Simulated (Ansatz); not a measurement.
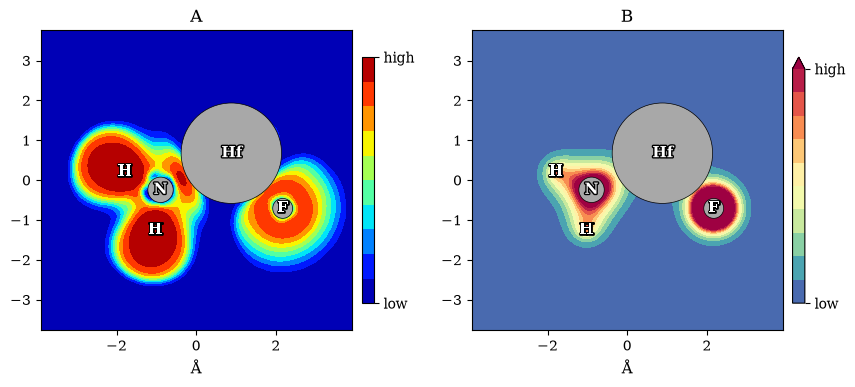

Cl2FH2HfN (SMILES [NH2][Hf]([F])([Cl])[Cl]): 2 fields on the plane of atoms H6, N1 and H7, with unlabelled colour scales. Grey discs cover the atomic cores.

Geometry: PBE0-D4/def2-TZVP; core potentials replace the inner electrons of Hf.

Computed with Ansatz, isolated molecule in a Gaussian basis; Hartree-Fock.

Which field does each panel show? The fields are: electron density and electron localisation function.

Panel A: electron localisation function. Panel B: electron density. From the grid: Hf–F (1.89 Å): ρ at the midpoint is about 0.87 e/Å³; the ELF peaks at about 0.85 in the valence shell of F, 0.5 Å from its nucleus, and drops to about 0.20 between the two atoms. Hf–N (2.00 Å): ρ is about 0.87 e/Å³ halfway; the ELF peaks at about 0.95 in the valence shell of N, 0.6 Å from its nucleus, and drops to about 0.25 between the two atoms.
